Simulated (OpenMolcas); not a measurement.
**CH3Cl3Si (methyltrichlorosilane), step by step**

We compute the energy (HF/ANO-R0), then a single-point energy (CASSCF(2,2)/ANO-R1), then an energy scan (CASPT2(2,2)/ANO-R1), then an energy scan (SC-NEVPT2(2,2)/ANO-R1), then an energy scan (MC-PDFT[tPBE](2,2)/ANO-R1) of CH3Cl3Si (methyltrichlorosilane). 

Program for the calculation: OpenMolcas 26.06.

### 1 The structure to begin with

CH3Cl3Si: 8 atoms, total charge 0, spin state singlet. SMILES: `C[Si](Cl)(Cl)Cl`. The coordinates come from a PBE0-D4/def2-TZVP relaxation.

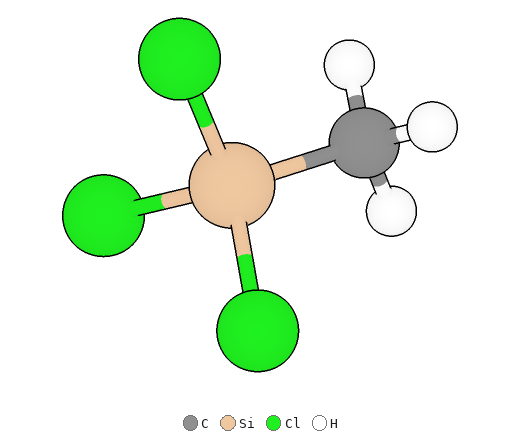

Viewed from a chosen angle; carbon grey, silicon light orange, chlorine green, hydrogen white.

### 2 The energy at HF/ANO-R0 (sfX2C) (run 1)

Input file input.xyz:

```xyz
8

C     -0.728900    -0.279600     0.686100
Si     0.568900     0.197900    -0.528700
Cl     2.360400    -0.640000    -0.033600
Cl     0.065900    -0.429500    -2.402200
Cl     0.801200     2.223000    -0.573800
H     -0.844500    -1.365200     0.700800
H     -0.448300     0.061100     1.684800
H     -1.682600     0.175200     0.410800
```

Input file step1.input:

```
&GATEWAY
 Coord = input.xyz
 Basis = ANO-R0
 Group = NoSym

&SEWARD

&SCF
 PrOrbitals = 0

&LOCALISATION
 Occupied
 Freeze
 Pipek-Mezey

&LOCALISATION
 FileOrb = $Project.LocOrb
 Virtual
 Pipek-Mezey
```

Command:

```
export MOLCAS_MEM=1860
pymolcas step1.input > step1.log
```

Standard output:

```text
--- Start Module: gateway ---
[...]
--- Stop Module: gateway /rc=_RC_ALL_IS_WELL_ ---
[...]
      Basis functions           44
[...]
       Convergence after  10 Iterations
[...]
::    Total SCF energy                              -1711.5889511728
[...]
      Total spin, S                                     0.0000000000
[...]
      Total electronic charge=   74.000000
      Total            charge=   -0.000000
[...]
      Dipole Moment (debye):
      Origin of the operator (angstrom)=    0.7913    0.2798   -0.7368
                   X= -1.0375E+00               Y= -3.8218E-01               Z=  9.7092E-01           Total=  1.4714E+00
      Quadrupole Moment (debye*angstrom):
[...]
--- Start Module: localisation ---
[...]
--- Stop Module: localisation /rc=_RC_ALL_IS_WELL_ ---
--- Start Module: localisation ---
[...]
--- Stop Module: localisation /rc=_RC_ALL_IS_WELL_ ---
[...]
```

It took 4.8 s on 1 thread of Intel Xeon 6975P-C (Granite Rapids), shared host; peak memory 0.38 GiB.

### 3 The energy at CASSCF(2,2)/ANO-R1 (sfX2C, RICD fitting) (run 2)

input.xyz is that of step 2.

Input file step2.input:

```
&GATEWAY
 Coord = input.xyz
 Basis = ANO-R0
 Group = NoSym

&SEWARD

&RASSCF
 FileOrb = $CurrDir/step1.LocOrb
 Alter = 2
 1 27 37
 1 38 44
 Spin = 1
 Nactel = 2 0 0
 Inactive = 36
 Ras2 = 2
 OrbListing = Nothing
>>> COPY $Project.RunFile RUNFIL1
>>> COPY $Project.RasOrb INPORB

&GATEWAY
 Coord = input.xyz
 Basis = ANO-R1
 Group = NoSym
 RICD

&SEWARD
>>> COPY $Project.RunFile RUNFIL2

&EXPBAS

&RASSCF
 FileOrb = $Project.ExpOrb
 Spin = 1
 Nactel = 2 0 0
 Inactive = 36
 Ras2 = 2
 OrbListing = Nothing
 OrbAppear = Compact
```

Command:

```
export MOLCAS_MEM=1860
pymolcas step2.input > step2.log
```

Standard output:

```text
--- Start Module: gateway ---
[...]
--- Stop Module: gateway /rc=_RC_ALL_IS_WELL_ ---
[...]
      Basis functions           44
[...]
      Number of active orbitals                  2
[...]
      Spin quantum number                      0.0
[...]
      Active orbitals                            2
[...]
      Number of CSFs                             3
[...]
      Number of root(s) required                 1
[...]
      Convergence after 15 iterations
[...]
      printout of CI-coefficients larger than  0.05 for root  1
      energy=   -1711.599668
      conf/sym  11     Coeff  Weight
             1  20   0.99569 0.99140
             3  02  -0.09273 0.00860
      Natural orbitals and occupation numbers for root  1
      sym 1:   1.982803   0.017197
      ************************************************************************************************************************
      *                                                    Final results                                                     *
[...]
::    RASSCF root number  1 Total energy:  -1711.59966753
[...]
      Basis functions          101
[...]
--- Start Module: expbas ---
[...]
--- Stop Module: expbas /rc=_RC_ALL_IS_WELL_ ---
--- Start Module: rasscf ---
[...]
      Convergence after 15 iterations
[...]
      Natural orbitals and occupation numbers for root  1
      sym 1:   1.983433   0.016567
      ************************************************************************************************************************
      *                                                    Final results                                                     *
[...]
::    RASSCF root number  1 Total energy:  -1712.16503436
[...]
      Total electronic charge=   74.000000
      Total            charge=   -0.000000
[...]
      Dipole Moment (debye):
      Origin of the operator (angstrom)=    0.7913    0.2798   -0.7368
                   X= -1.4760E+00               Y= -5.2323E-01               Z=  1.3832E+00           Total=  2.0894E+00
      Quadrupole Moment (debye*angstrom):
[...]
--- Stop Module: rasscf /rc=_RC_ALL_IS_WELL_ ---
[...]
```

Run time: 18 s. Hardware: 1 thread of Intel Xeon 6975P-C (Granite Rapids), shared host; peak memory 0.38 GiB.

### 4 The energy along one coordinate at CASPT2(2,2)/ANO-R1 (sfX2C, RICD fitting, ipea shift 0.25 Eh, pt2 variant SS) (run 3)

Input file step3.inp:

```
>>> COPY $CurrDir/step2.RasOrb $Project.RasOrb
>>> ForEach K in (1, 2, 3, 4, 5, 6, 7, 8, 9)

&GATEWAY
 Coord=$CurrDir/point$K.xyz
 Basis=ANO-R1
 Group=NoSym
 RICD

&SEWARD

&RASSCF
 FileOrb=$Project.RasOrb
 Spin=1
 Nactel=2 0 0
 Inactive=36
 Ras2=2
 OrbListing=Nothing
 OrbAppear=Compact

&CASPT2
 Imaginary=0.2
 Frozen=21
>>> EndDo
```

Command:

```
export MOLCAS_MEM=1860
pymolcas step3.inp > step3.log
```

Standard output (excerpt; [...] marks lines left out):

```text
[...]
      Basis functions          101
[...]
      Number of active orbitals                  2
[...]
      Spin quantum number                      0.0
[...]
      Active orbitals                            2
[...]
      Number of CSFs                             3
[...]
      Number of root(s) required                 1
[...]
      Convergence after 10 iterations
[...]
      Natural orbitals and occupation numbers for root  1
      sym 1:   1.988473   0.011527
      ************************************************************************************************************************
      *                                                    Final results                                                     *
[...]
::    RASSCF root number  1 Total energy:  -1712.15386706
[...]
      E2 (Variational):          -0.6384155071
[...]
::    CASPT2 Root  1     Total energy:  -1712.79228257
[...]
      Convergence after 10 iterations
[...]
      Natural orbitals and occupation numbers for root  1
      sym 1:   1.983424   0.016576
      ************************************************************************************************************************
      *                                                    Final results                                                     *
[...]
      Convergence after 10 iterations
[...]
      Natural orbitals and occupation numbers for root  1
      sym 1:   1.853357   0.146643
      ************************************************************************************************************************
      *                                                    Final results                                                     *
[...]
      Convergence after 10 iterations
[...]
      Natural orbitals and occupation numbers for root  1
      sym 1:   1.711215   0.288785
      ************************************************************************************************************************
      *                                                    Final results                                                     *
[...]
      Convergence after 10 iterations
[...]
::    RASSCF root number  1 Total energy:  -1712.00965206
[...]
::    CASPT2 Root  1     Total energy:  -1712.63467396
[...]
      Convergence after  8 iterations
[...]
::    RASSCF root number  1 Total energy:  -1711.99986540
[...]
      E2 (Variational):          -0.6226728190
[...]
::    CASPT2 Root  1     Total energy:  -1712.62253822
[...]
```

It took 1.8 min on 1 thread of Intel Xeon 6975P-C (Granite Rapids), shared host; peak memory 0.089 GiB.

The scan, from its lowest point:

| H6–C1 (Å) | energy (kJ/mol) |
| --- | --- |
| 0.983 | 27.6 |
| 1.092 | 0.0 |
| 1.201 | 13.5 |
| 1.365 | 70.4 |
| 1.583 | 166.4 |
| 1.856 | 277.2 |
| 2.184 | 373.3 |
| 2.620 | 441.4 |
| 3.276 | 473.2 |

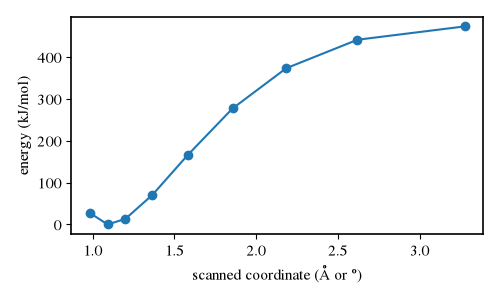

Energy along the scan.

### 5 The energy along one coordinate at SC-NEVPT2(2,2)/ANO-R1 (sfX2C, RICD fitting, pt2 variant SC-NEVPT2) (run 4)

Input file step4.input:

```
>>> EXPORT MOLCAS_PRINT=2
>>> COPY $CurrDir/step2.RasOrb $Project.RasOrb
>>> ForEach K in (1, 2, 3, 4, 5, 6, 7, 8, 9)
&GATEWAY
Coord=$CurrDir/point$K.xyz
Basis=ANO-R1
Group=NoSym
RICD
&SEWARD
&RASSCF
FileOrb=$Project.RasOrb
Spin=1
Nactel=2 0 0
Inactive=36
Ras2=2
OrbListing=Nothing
OrbAppear=Compact
&CASPT2
SC-NEVPT2
Frozen=21
>>> EndDo
```

Command:

```
export MOLCAS_MEM=1860
pymolcas step4.input > step4.log
```

Standard output (excerpt; [...] marks lines left out):

```text
[...]
      Basis functions          101
[...]
      Number of active orbitals                  2
[...]
      Spin quantum number                      0.0
[...]
      Active orbitals                            2
[...]
      Number of CSFs                             3
[...]
      Number of root(s) required                 1
[...]
      Convergence after 10 iterations
[...]
      Natural orbitals and occupation numbers for root  1
      sym 1:   1.988473   0.011527
      ************************************************************************************************************************
      *                                                    Final results                                                     *
[...]
::    RASSCF root number  1 Total energy:  -1712.15386706
[...]
      E2 (Variational):          -0.6350625672
[...]
::    SC-NEVPT2 Root  1     Total energy:  -1712.78889260
[...]
      Convergence after 10 iterations
[...]
      Natural orbitals and occupation numbers for root  1
      sym 1:   1.983424   0.016576
      ************************************************************************************************************************
      *                                                    Final results                                                     *
[...]
      Convergence after 10 iterations
[...]
      Natural orbitals and occupation numbers for root  1
      sym 1:   1.853357   0.146643
      ************************************************************************************************************************
      *                                                    Final results                                                     *
[...]
      Convergence after 10 iterations
[...]
      Natural orbitals and occupation numbers for root  1
      sym 1:   1.711215   0.288785
      ************************************************************************************************************************
      *                                                    Final results                                                     *
[...]
      Convergence after 10 iterations
[...]
::    RASSCF root number  1 Total energy:  -1712.00965206
[...]
::    SC-NEVPT2 Root  1     Total energy:  -1712.63180999
[...]
      Convergence after  8 iterations
[...]
::    RASSCF root number  1 Total energy:  -1711.99986540
[...]
      E2 (Variational):          -0.6201208436
[...]
::    SC-NEVPT2 Root  1     Total energy:  -1712.61998624
[...]
```

It took 95 s on 1 thread of Intel Xeon 6975P-C (Granite Rapids), shared host; peak memory 0.089 GiB.

The scan, from its lowest point:

| H6–C1 (Å) | energy (kJ/mol) |
| --- | --- |
| 0.983 | 28.7 |
| 1.092 | 0.0 |
| 1.201 | 12.4 |
| 1.365 | 68.1 |
| 1.583 | 163.6 |
| 1.856 | 274.9 |
| 2.184 | 372.4 |
| 2.620 | 441.1 |
| 3.276 | 472.2 |

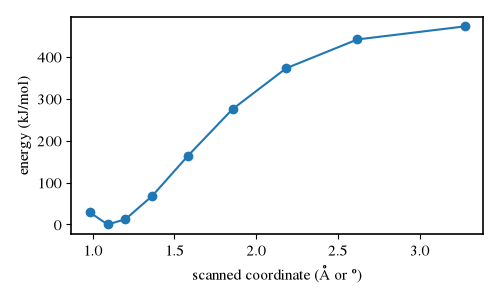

Energy along the scan.

### 6 The energy along one coordinate at MC-PDFT[tPBE](2,2)/ANO-R1 (sfX2C, RICD fitting) (run 5)

Input file step5.inp:

```
* CH3Cl3Si MC-PDFT
>>> COPY $CurrDir/step2.RasOrb $Project.RasOrb
>>> ForEach K in (1, 2, 3, 4, 5, 6, 7, 8, 9)
&GATEWAY
COORD = $CurrDir/point$K.xyz
BASIS = ANO-R1
GROUP = NoSym
RICD
&SEWARD
&RASSCF
FILEORB = $Project.RasOrb
SPIN = 1
NACTEL = 2 0 0
INACTIVE = 36
RAS2 = 2
ORBLISTING = Nothing
ORBAPPEAR = Compact
&MCPDFT
KSDFT = T:PBE
>>> EndDo
```

Command:

```
export MOLCAS_MEM=1860
pymolcas step5.inp > step5.log
```

Standard output (excerpt; [...] marks lines left out):

```text
--- Start Module: gateway ---
[...]
      Basis functions          101
[...]
      Number of active orbitals                  2
[...]
      Spin quantum number                      0.0
[...]
      Active orbitals                            2
[...]
      Number of CSFs                             3
[...]
      Number of root(s) required                 1
[...]
      Convergence after 10 iterations
[...]
      Natural orbitals and occupation numbers for root  1
      sym 1:   1.988473   0.011527
      ************************************************************************************************************************
      *                                                    Final results                                                     *
[...]
::    RASSCF root number  1 Total energy:  -1712.15386706
[...]
::    MCPDFT root number  1 Total energy:  -1714.33029441
[...]
      Convergence after 10 iterations
[...]
      Natural orbitals and occupation numbers for root  1
      sym 1:   1.983424   0.016576
      ************************************************************************************************************************
      *                                                    Final results                                                     *
[...]
      Convergence after 10 iterations
[...]
      Natural orbitals and occupation numbers for root  1
      sym 1:   1.853357   0.146643
      ************************************************************************************************************************
      *                                                    Final results                                                     *
[...]
      Convergence after 10 iterations
[...]
      Natural orbitals and occupation numbers for root  1
      sym 1:   1.711215   0.288785
      ************************************************************************************************************************
      *                                                    Final results                                                     *
[...]
      Convergence after 10 iterations
[...]
::    RASSCF root number  1 Total energy:  -1712.00965206
[...]
::    MCPDFT root number  1 Total energy:  -1714.16466741
[...]
      Convergence after  8 iterations
[...]
::    RASSCF root number  1 Total energy:  -1711.99986540
[...]
      Total electronic charge=   74.000000
      Total            charge=   -0.000000
[...]
::    MCPDFT root number  1 Total energy:  -1714.15195803
[...]
```

Run time: 95 s. Hardware: 1 thread of Intel Xeon 6975P-C (Granite Rapids), shared host; peak memory 0.089 GiB.

The scan, from its lowest point:

| H6–C1 (Å) | energy (kJ/mol) |
| --- | --- |
| 0.983 | 27.7 |
| 1.092 | 0.0 |
| 1.201 | 13.1 |
| 1.365 | 69.5 |
| 1.583 | 166.5 |
| 1.856 | 281.5 |
| 2.184 | 385.9 |
| 2.620 | 462.6 |
| 3.276 | 496.0 |

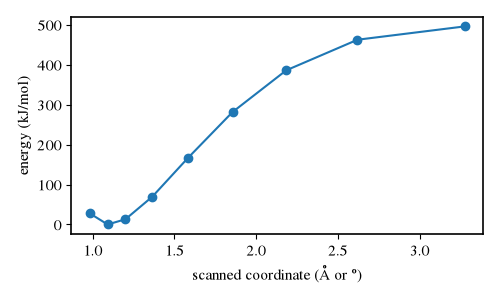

Energy along the scan.

### 7 Summary of results

```
                                                   quantity           value
                             run 1, HF/ANO-R0: total energy  -1711.58895 Eh
                            run 1, HF/ANO-R0: dipole moment          1.47 D
                              run 1, HF/ANO-R0: HOMO energy       -11.95 eV
                              run 1, HF/ANO-R0: LUMO energy         4.38 eV
                            run 1, HF/ANO-R0: HOMO–LUMO gap        16.33 eV
                    run 2, CASSCF(2,2)/ANO-R1: total energy  -1712.16503 Eh
  run 2, CASSCF(2,2)/ANO-R1: dipole moment (CASSCF density)          2.09 D
       run 3, CASPT2(2,2)/ANO-R1: lowest energy of the scan  -1712.80279 Eh
    run 4, SC-NEVPT2(2,2)/ANO-R1: lowest energy of the scan  -1712.79982 Eh
run 5, MC-PDFT[tPBE](2,2)/ANO-R1: lowest energy of the scan  -1714.34086 Eh
```

What this shows: Mulliken charges (run 1, HF/ANO-R0) run from -1.10 on C1 to +0.85 on Si2; they depend strongly on the basis. Mulliken charges (run 2, CASSCF(2,2)/ANO-R1) run from -0.16 on Cl5 to +0.41 on Si2.
